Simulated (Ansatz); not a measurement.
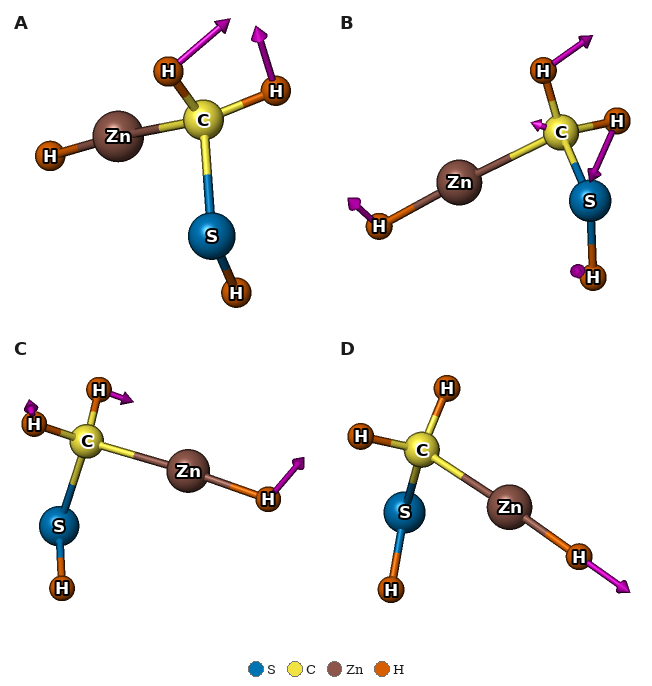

4 normal modes of one molecule or complex, as arrows. Harmonic vibrations computed with RKS PBE0-D4/def2-TZVP (Ansatz 0.2.0) at a stationary point of the same level.

Question: Match the panels to the wavenumbers 419 cm⁻¹, 631 cm⁻¹, 1422 cm⁻¹, 1913 cm⁻¹.

Answer: A: 1422 cm⁻¹, H–C–H bending
B: 631 cm⁻¹, H–C–Zn bending
C: 419 cm⁻¹
D: 1913 cm⁻¹, Zn–H stretching
